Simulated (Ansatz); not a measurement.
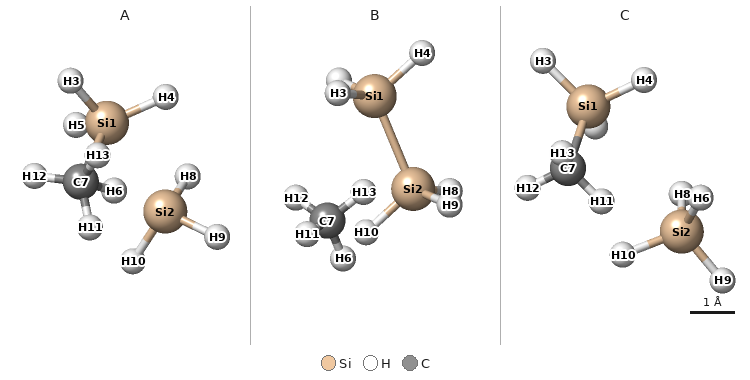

Three geometries of CH10Si2: a saddle point and the two minima that it joins, in shuffled order. The picture is a ball-and-stick view, seen from a free direction. Sticks join atoms that are closer than about 1.2 times the sum of their covalent radii (a little more with hydrogen).

Stationary points at PBE0-D4/def2-TZVP, single-point energies with CCSD(T)/CBS, PBE-D4, BHLYP-D4, SPW92 (LDA), wB97M-V, RPA@PBE (def2-TZVPP where no basis is named; Ansatz 0.2.0). The energies are electronic, without zero-point or thermal terms, and both ends are the minima reached downhill from the saddle, with any fragments still in contact. CCSD(T)/CBS stands for a frozen-core estimate: MP2 correlation extrapolated from def2-TZVPP and def2-QZVPP, CCSD(T) minus MP2 from the smaller set.

Q: Which frame is the transition state, what reaction does it lead through, and what barrier is to be expected?

A: Frame A is the saddle point. Counted by bonded pieces, B holds CH₄ + Si₂H₆ and C holds CH₆Si + SiH₄. From B over the saddle to C, bonds form: Si1–C7 (4.34 → 2.18 → 1.87 Å), Si2–H6 (3.60 → 2.05 → 1.49 Å). Bonds break: Si1–Si2 (2.34 → 2.69 → 4.05 Å), H6–C7 (1.09 → 1.34 → 3.60 Å). The saddle has one imaginary mode, 1388i cm⁻¹. With CCSD(T)/CBS the barrier is 83.9 kcal/mol from B and 82.1 kcal/mol from C, and C lies 1.8 kcal/mol above B.

```csv
level,barrier from B (kcal/mol),barrier from C (kcal/mol),C less B (kcal/mol)
CCSD(T)/CBS,83.9,82.1,1.8
PBE-D4,73.1,68.5,4.6
BHLYP-D4,88.5,87.1,1.4
SPW92 (LDA),65.7,62.3,3.4
wB97M-V,82.4,81.8,0.6
RPA@PBE,84.3,83.1,1.2
```

Against CCSD(T)/CBS, RPA@PBE comes closest on the barrier from B (+0.4 kcal/mol) and SPW92 (LDA) misses most (−18.2 kcal/mol).

Limits of the set-up: the start holds two separate molecules, 2.9 Å apart at their closest, whose relative position is a soft coordinate.
